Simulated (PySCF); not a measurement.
Geometry relaxation, with input and output: C7H10Si2

The run: geometry relaxation of C7H10Si2. Method and program: PBE0-D3(BJ)/def2-SVP geometry optimisation, gas phase (PySCF 2.14.0).

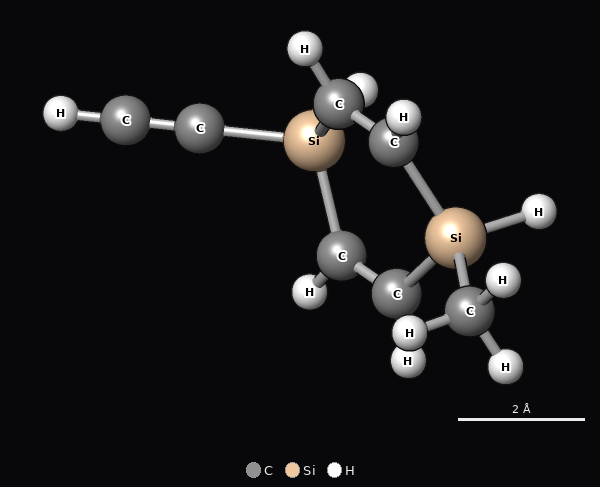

Fig. 1: The starting structure (ball-and-stick view, seen at a tilt). Bond lengths as drawn: C–C 1.20 to 1.33 Å, C–H 1.05 to 1.09 Å, C–Si 1.86 to 1.90 Å and H–Si 1.48 Å.

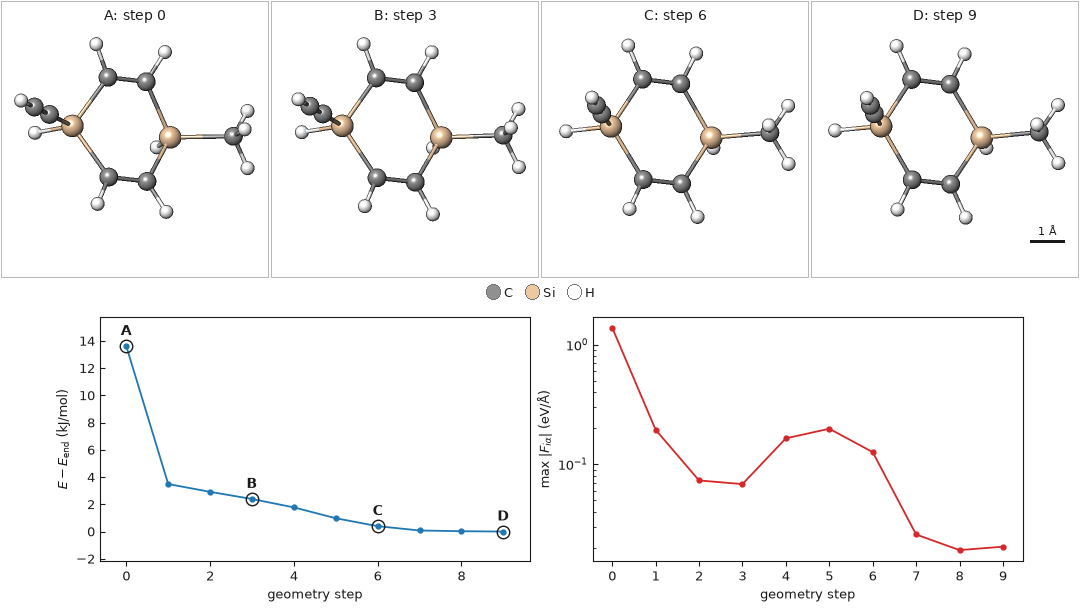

Fig. 2: Frames of the relaxation (ball-and-stick view, seen at a tilt) above the curves, on which the letters mark them (steps are counted from 0).

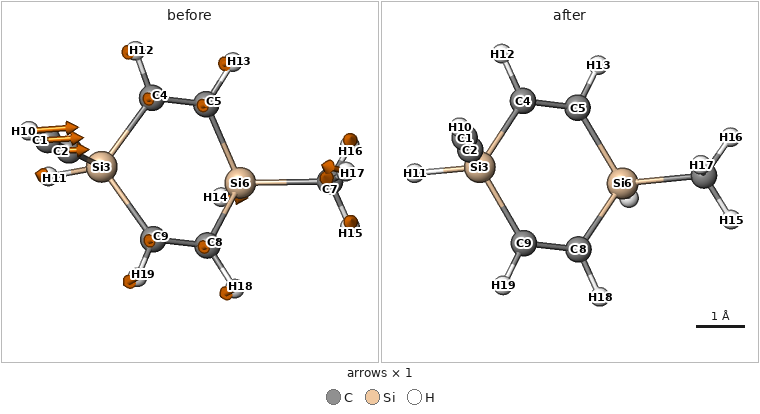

Fig. 3: Before (left) and after (right) the relaxation, at one scale (ball-and-stick view, seen at a tilt). The orange arrows give the displacements, at true length. H10 moves most after the best rigid fit: 1.11 Å. By element the largest moves are H 1.11 Å, C 0.80 Å, Si 0.06 Å. Distances before and after: C1–H10 1.053 → 1.076 Å, Si3–H11 1.475 → 1.496 Å, Si6–C7 1.901 → 1.880 Å, C4–C5 1.331 → 1.346 Å. Among the angles that change: C2–Si3–H11 108.5° → 106.5°. After 9 geometry steps the energy has fallen by 13.6 kJ/mol. Largest force component: 1.4 eV/Å at the start, 0.02 eV/Å at the end. (Atoms are counted from 1 in the order of the input.)

The input and output of the run follow.

### Input
```
{"job": {"xc": "PBE0", "basis": "def2-SVP", "d3": "d3bj", "grid": 1, "kind": "geom"}, "charge": 0, "multiplicity": 1}
C      4.124516     0.697213    -1.480489
C      3.211705     0.460010    -0.735051
Si     1.811460     0.088275     0.424609
C      0.605570     1.535123     0.405064
C     -0.716369     1.385791     0.447953
Si    -1.573923    -0.290549     0.542330
C     -3.189403    -0.267065    -0.459674
C     -0.403907    -1.593409    -0.155687
C      0.918354    -1.448112    -0.199164
H      4.922556     0.905613    -2.134464
H      2.365011    -0.122652     1.775469
H      1.028286     2.533792     0.349359
H     -1.346854     2.270312     0.426039
H     -1.870700    -0.605016     1.956120
H     -3.691924    -1.227952    -0.404941
H     -3.875351     0.481671    -0.075339
H     -3.011477    -0.046416    -1.508389
H     -0.845926    -2.506213    -0.545257
H      1.528572    -2.241165    -0.620783
```

The first line tells a small driver script what to run in PySCF; the rest is the geometry in Å.

Launched with:
```bash
OMP_NUM_THREADS=1 python <driver script> task.json out
```

### What the program printed
```
step   0  E = -850.72691163  max force = 0.027005
step   1  E = -850.73076911  max force = 0.003775
step   2  E = -850.73098765  max force = 0.001421
step   3  E = -850.73118754  max force = 0.001325
step   4  E = -850.73142282  max force = 0.003198
step   5  E = -850.73172603  max force = 0.003849
step   6  E = -850.73194775  max force = 0.002454
step   7  E = -850.73206852  max force = 0.000502
step   8  E = -850.73208894  max force = 0.000372
step   9  E = -850.73209863  max force = 0.000396
optimisation converged
```

### Trajectory as extended XYZ (Å, eV, eV/Å), 10 frames, from step=0 to step=9
```
19
Properties=species:S:1:pos:R:3:forces:R:3 step=0 energy=-23149.45839
C     4.1245    0.6972   -1.4805    0.4963   0.1345  -0.4190
C     3.2117    0.4600   -0.7350   -1.3887  -0.3813   1.3044
Si    1.8115    0.0883    0.4246   -0.1514   0.1378  -0.8063
C     0.6056    1.5351    0.4051    0.8073  -0.4217   0.0549
C    -0.7164    1.3858    0.4480   -0.6155  -0.6881   0.1005
Si   -1.5739   -0.2905    0.5423   -0.2482   0.1247  -0.8152
C    -3.1894   -0.2671   -0.4597    0.6593  -0.0089   0.4722
C    -0.4039   -1.5934   -0.1557   -0.7278   0.4591   0.3491
C     0.9183   -1.4481   -0.1992    0.7067   0.5110   0.2556
H     4.9226    0.9056   -2.1345    0.7323   0.1917  -0.6097
H     2.3650   -0.1226    1.7755    0.1830  -0.0484   0.3116
H     1.0283    2.5338    0.3494    0.1925   0.4576  -0.0227
H    -1.3469    2.2703    0.4260   -0.2645   0.4252   0.0086
H    -1.8707   -0.6050    1.9561   -0.1294  -0.0875   0.3533
H    -3.6919   -1.2280   -0.4049   -0.2294  -0.5053   0.0604
H    -3.8754    0.4817   -0.0753   -0.3255   0.3881   0.2293
H    -3.0115   -0.0464   -1.5084    0.1970   0.1142  -0.4698
H    -0.8459   -2.5062   -0.5453   -0.1766  -0.4390  -0.1668
H     1.5286   -2.2412   -0.6208    0.2826  -0.3635  -0.1905
19
Properties=species:S:1:pos:R:3:forces:R:3 step=1 energy=-23149.56336
C     4.1200    0.7274   -1.5313    0.0946   0.0301  -0.0615
C     3.2034    0.4831   -0.7690   -0.1078  -0.0268  -0.0332
Si    1.8214    0.0983    0.3848    0.0228  -0.0241   0.1941
C     0.6045    1.5205    0.4628    0.0494   0.0329  -0.0889
C    -0.7313    1.3604    0.5145   -0.0657   0.0381  -0.0438
Si   -1.6178   -0.2970    0.5095    0.0394  -0.0058   0.1033
C    -3.1666   -0.2490   -0.5541   -0.0234  -0.0059  -0.0664
C    -0.4104   -1.6115   -0.0795   -0.0693  -0.0235  -0.0727
C     0.9267   -1.4636   -0.1343    0.0541   0.0182  -0.1071
H     4.9353    0.9445   -2.2019   -0.0663  -0.0155   0.0475
H     2.4596   -0.1035    1.7285   -0.0312   0.0100  -0.0557
H     1.0187    2.5406    0.4545   -0.0218  -0.0415   0.0333
H    -1.3581    2.2669    0.5487    0.0381  -0.0454   0.0402
H    -2.0268   -0.6240    1.9199   -0.0145   0.0110  -0.0634
H    -3.6886   -1.2196   -0.5278    0.0321   0.0231   0.0090
H    -3.8716    0.5156   -0.1888    0.0424  -0.0161   0.0073
H    -2.9295   -0.0188   -1.6055    0.0221  -0.0052   0.0456
H    -0.8376   -2.5690   -0.4212    0.0337   0.0301   0.0620
H     1.5394   -2.2948   -0.5163   -0.0287   0.0163   0.0504
19
Properties=species:S:1:pos:R:3:forces:R:3 step=2 energy=-23149.56930
C     4.0869    0.7271   -1.5511    0.0022   0.0071   0.0085
C     3.1814    0.4807   -0.7757   -0.0159  -0.0063  -0.0445
Si    1.8180    0.0960    0.3976    0.0072  -0.0076   0.0731
C     0.6048    1.5193    0.4732    0.0185   0.0123  -0.0436
C    -0.7310    1.3607    0.5243   -0.0198  -0.0059  -0.0137
Si   -1.6138   -0.2968    0.5134    0.0227  -0.0017   0.0431
C    -3.1452   -0.2450   -0.5698   -0.0244  -0.0023  -0.0406
C    -0.4098   -1.6135   -0.0717   -0.0252   0.0065  -0.0174
C     0.9269   -1.4647   -0.1253    0.0230   0.0104  -0.0501
H     4.8895    0.9459   -2.2328   -0.0017   0.0007  -0.0067
H     2.4610   -0.1039    1.7352    0.0018   0.0029  -0.0083
H     1.0196    2.5378    0.4729    0.0011  -0.0003   0.0240
H    -1.3563    2.2658    0.5677    0.0031  -0.0031   0.0244
H    -2.0400   -0.6245    1.9149   -0.0205  -0.0008  -0.0075
H    -3.6672   -1.2146   -0.5516    0.0041   0.0024   0.0000
H    -3.8504    0.5211   -0.2112    0.0042   0.0005   0.0009
H    -2.8885   -0.0132   -1.6151    0.0137   0.0013   0.0080
H    -0.8349   -2.5737   -0.4030    0.0035  -0.0068   0.0262
H     1.5400   -2.2981   -0.4979    0.0024  -0.0092   0.0244
19
Properties=species:S:1:pos:R:3:forces:R:3 step=3 energy=-23149.57474
C     4.0257    0.7324   -1.6009   -0.0460  -0.0046   0.0378
C     3.1464    0.4805   -0.7974    0.0396   0.0045  -0.0094
Si    1.8208    0.0930    0.4183   -0.0233   0.0089  -0.0681
C     0.6071    1.5147    0.5034   -0.0269  -0.0220   0.0082
C    -0.7289    1.3555    0.5546    0.0344  -0.0161   0.0104
Si   -1.6147   -0.2990    0.5235    0.0112   0.0033  -0.0311
C    -3.1105   -0.2361   -0.6082    0.0095   0.0036   0.0110
C    -0.4070   -1.6187   -0.0429    0.0378   0.0129   0.0219
C     0.9303   -1.4701   -0.0964   -0.0327   0.0103   0.0217
H     4.8020    0.9556   -2.3096    0.0292   0.0080  -0.0321
H     2.4854   -0.1013    1.7431    0.0347  -0.0003   0.0159
H     1.0212    2.5326    0.5179    0.0119   0.0222   0.0135
H    -1.3522    2.2600    0.6123   -0.0229   0.0262   0.0129
H    -2.0818   -0.6286    1.9095   -0.0217  -0.0067   0.0206
H    -3.6364   -1.2030   -0.6114   -0.0149  -0.0122  -0.0077
H    -3.8205    0.5335   -0.2695   -0.0211   0.0097  -0.0064
H    -2.8113   -0.0011   -1.6405    0.0027   0.0047  -0.0209
H    -0.8287   -2.5844   -0.3587   -0.0189  -0.0320  -0.0013
H     1.5437   -2.3092   -0.4532    0.0173  -0.0205   0.0030
19
Properties=species:S:1:pos:R:3:forces:R:3 step=4 energy=-23149.58115
C     3.9263    0.7453   -1.6832   -0.0636  -0.0112   0.0411
C     3.0914    0.4841   -0.8363    0.0733   0.0117   0.0262
Si    1.8271    0.0901    0.4423   -0.0621   0.0173  -0.1645
C     0.6091    1.5053    0.5576   -0.0435  -0.0236   0.0483
C    -0.7271    1.3459    0.6098    0.0532  -0.0296   0.0214
Si   -1.6182   -0.3038    0.5380   -0.0035   0.0075  -0.0865
C    -3.0525   -0.2215   -0.6715    0.0357   0.0081   0.0513
C    -0.4024   -1.6317    0.0109    0.0592   0.0236   0.0462
C     0.9348   -1.4809   -0.0429   -0.0518  -0.0076   0.0687
H     4.6596    0.9760   -2.4337    0.0379   0.0101  -0.0357
H     2.5393   -0.0929    1.7420    0.0555  -0.0010   0.0221
H     1.0216    2.5231    0.5948    0.0194   0.0295   0.0063
H    -1.3483    2.2500    0.6895   -0.0289   0.0290   0.0069
H    -2.1548   -0.6362    1.8968   -0.0202  -0.0082   0.0313
H    -3.5853   -1.1833   -0.7116   -0.0230  -0.0172  -0.0136
H    -3.7717    0.5542   -0.3685   -0.0306   0.0111  -0.0128
H    -2.6872    0.0175   -1.6810   -0.0098   0.0043  -0.0354
H    -0.8199   -2.6061   -0.2825   -0.0238  -0.0321  -0.0120
H     1.5491   -2.3286   -0.3767    0.0265  -0.0217  -0.0094
19
Properties=species:S:1:pos:R:3:forces:R:3 step=5 energy=-23149.58940
C     3.7513    0.7688   -1.8153   -0.0607  -0.0201   0.0247
C     2.9937    0.4927   -0.9030    0.0880   0.0175   0.0440
Si    1.8336    0.0877    0.4690   -0.0744   0.0203  -0.1979
C     0.6098    1.4907    0.6509   -0.0417  -0.0353   0.0696
C    -0.7259    1.3273    0.7048    0.0484  -0.0145   0.0225
Si   -1.6246   -0.3120    0.5554   -0.0104   0.0117  -0.1152
C    -2.9462   -0.1970   -0.7766    0.0429   0.0129   0.0735
C    -0.3951   -1.6546    0.1056    0.0556   0.0049   0.0452
C     0.9418   -1.5021    0.0498   -0.0504  -0.0010   0.0950
H     4.4118    1.0106   -2.6277    0.0353   0.0097  -0.0237
H     2.6363   -0.0737    1.7173    0.0586   0.0008   0.0180
H     1.0206    2.5073    0.7286    0.0149   0.0194   0.0018
H    -1.3464    2.2278    0.8246   -0.0257   0.0230   0.0058
H    -2.2786   -0.6471    1.8608   -0.0134  -0.0055   0.0272
H    -3.4869   -1.1496   -0.8796   -0.0202  -0.0162  -0.0131
H    -3.6781    0.5888   -0.5361   -0.0266   0.0078  -0.0133
H    -2.4780    0.0461   -1.7418   -0.0202   0.0021  -0.0396
H    -0.8076   -2.6425   -0.1482   -0.0200  -0.0259  -0.0130
H     1.5591   -2.3627   -0.2446    0.0200  -0.0116  -0.0115
19
Properties=species:S:1:pos:R:3:forces:R:3 step=6 energy=-23149.59543
C     3.6144    0.7833   -1.9144   -0.0359  -0.0207  -0.0003
C     2.9163    0.4996   -0.9581    0.0449   0.0138   0.0371
Si    1.8354    0.0890    0.4763   -0.0452   0.0160  -0.1262
C     0.6084    1.4787    0.7239   -0.0220  -0.0140   0.0496
C    -0.7268    1.3127    0.7792    0.0279  -0.0143   0.0055
Si   -1.6286   -0.3171    0.5605   -0.0219   0.0038  -0.0825
C    -2.8598   -0.1768   -0.8546    0.0307   0.0149   0.0410
C    -0.3912   -1.6742    0.1803    0.0247   0.0180   0.0271
C     0.9450   -1.5172    0.1240   -0.0245  -0.0183   0.0561
H     4.2225    1.0309   -2.7659    0.0224   0.0053  -0.0032
H     2.7154   -0.0530    1.6757    0.0326   0.0033   0.0035
H     1.0191    2.4926    0.8371    0.0065   0.0085   0.0058
H    -1.3482    2.2077    0.9366   -0.0064   0.0059   0.0057
H    -2.3715   -0.6526    1.8181   -0.0035  -0.0019   0.0168
H    -3.4033   -1.1221   -1.0040   -0.0090  -0.0088  -0.0028
H    -3.5984    0.6161   -0.6611   -0.0126   0.0021  -0.0031
H    -2.3241    0.0675   -1.7845   -0.0208  -0.0003  -0.0248
H    -0.8003   -2.6726   -0.0385   -0.0005  -0.0069  -0.0030
H     1.5668   -2.3859   -0.1369    0.0126  -0.0065  -0.0024
19
Properties=species:S:1:pos:R:3:forces:R:3 step=7 energy=-23149.59872
C     3.5143    0.7869   -1.9883   -0.0034  -0.0146  -0.0148
C     2.8572    0.5032   -1.0036   -0.0053   0.0140   0.0069
Si    1.8337    0.0924    0.4716    0.0155   0.0045  -0.0169
C     0.6070    1.4709    0.7780    0.0022  -0.0143   0.0086
C    -0.7275    1.3006    0.8336   -0.0025   0.0119  -0.0088
Si   -1.6313   -0.3189    0.5573   -0.0149  -0.0012  -0.0258
C    -2.7978   -0.1595   -0.9102    0.0207   0.0059  -0.0022
C    -0.3875   -1.6856    0.2357   -0.0056  -0.0094  -0.0091
C     0.9485   -1.5285    0.1793   -0.0019   0.0088   0.0111
H     4.0912    1.0349   -2.8617    0.0069   0.0004   0.0091
H     2.7744   -0.0321    1.6281    0.0028   0.0037  -0.0018
H     1.0180    2.4808    0.9243   -0.0038  -0.0060   0.0086
H    -1.3497    2.1886    1.0265    0.0033  -0.0004   0.0048
H    -2.4356   -0.6542    1.7777    0.0042   0.0004   0.0015
H    -3.3415   -1.1001   -1.0893   -0.0006  -0.0007   0.0075
H    -3.5399    0.6370   -0.7460    0.0001  -0.0022   0.0097
H    -2.2239    0.0854   -1.8174   -0.0125  -0.0015  -0.0017
H    -0.7935   -2.6920    0.0490    0.0018  -0.0019   0.0041
H     1.5747   -2.4034   -0.0508   -0.0068   0.0025   0.0092
19
Properties=species:S:1:pos:R:3:forces:R:3 step=8 energy=-23149.59927
C     3.5080    0.7828   -1.9997    0.0056  -0.0117  -0.0072
C     2.8527    0.5036   -1.0125   -0.0191   0.0108  -0.0035
Si    1.8351    0.0950    0.4672    0.0067  -0.0035   0.0120
C     0.6073    1.4695    0.7845    0.0057   0.0051  -0.0007
C    -0.7273    1.2996    0.8387   -0.0054  -0.0001  -0.0113
Si   -1.6320   -0.3184    0.5525   -0.0031  -0.0013   0.0001
C    -2.7950   -0.1563   -0.9164    0.0047   0.0015  -0.0126
C    -0.3877   -1.6871    0.2406   -0.0078   0.0143  -0.0100
C     0.9480   -1.5271    0.1868    0.0083  -0.0140  -0.0057
H     4.0870    1.0276   -2.8727    0.0004  -0.0003   0.0065
H     2.7845   -0.0260    1.6174   -0.0047   0.0008  -0.0046
H     1.0179    2.4781    0.9404   -0.0025  -0.0015   0.0077
H    -1.3489    2.1860    1.0408    0.0052  -0.0037   0.0015
H    -2.4412   -0.6540    1.7699    0.0016   0.0023  -0.0013
H    -3.3395   -1.0966   -1.0951    0.0004   0.0017   0.0065
H    -3.5373    0.6398   -0.7499    0.0017  -0.0021   0.0076
H    -2.2239    0.0892   -1.8252   -0.0056  -0.0005   0.0037
H    -0.7919   -2.6958    0.0612    0.0074   0.0047   0.0041
H     1.5751   -2.4034   -0.0347    0.0005  -0.0023   0.0071
19
Properties=species:S:1:pos:R:3:forces:R:3 step=9 energy=-23149.59954
C     3.5151    0.7759   -2.0011    0.0105  -0.0080  -0.0007
C     2.8552    0.5023   -1.0153   -0.0182   0.0102  -0.0097
Si    1.8360    0.0960    0.4635    0.0067  -0.0080   0.0204
C     0.6082    1.4702    0.7830    0.0054   0.0061  -0.0029
C    -0.7266    1.3013    0.8353   -0.0058  -0.0016  -0.0079
Si   -1.6320   -0.3161    0.5483    0.0111   0.0034   0.0093
C    -2.8024   -0.1550   -0.9142   -0.0056  -0.0033  -0.0098
C    -0.3867   -1.6839    0.2369   -0.0058  -0.0066  -0.0108
C     0.9495   -1.5268    0.1855    0.0067   0.0066  -0.0031
H     4.1010    1.0167   -2.8705   -0.0037  -0.0006   0.0017
H     2.7855   -0.0241    1.6137   -0.0028   0.0013  -0.0021
H     1.0187    2.4779    0.9447    0.0011  -0.0017   0.0031
H    -1.3472    2.1873    1.0415    0.0032  -0.0013  -0.0007
H    -2.4371   -0.6518    1.7684    0.0008   0.0005  -0.0022
H    -3.3474   -1.0961   -1.0873    0.0003   0.0021   0.0028
H    -3.5447    0.6395   -0.7404    0.0017  -0.0006   0.0036
H    -2.2403    0.0912   -1.8282    0.0003   0.0006   0.0037
H    -0.7902   -2.6933    0.0608   -0.0021   0.0008   0.0011
H     1.5762   -2.4047   -0.0309   -0.0038   0.0004   0.0042
```

### Key numbers

| quantity | value |
| --- | --- |
| outcome | converged |
| total energy | −850.732099 hartree |
| dipole moment | 1.08 D |
| point group | Cs |
| hardware | 1 CPU thread, shared host |
| wall time | 5.3 min |
| peak memory | 0.77 GiB |
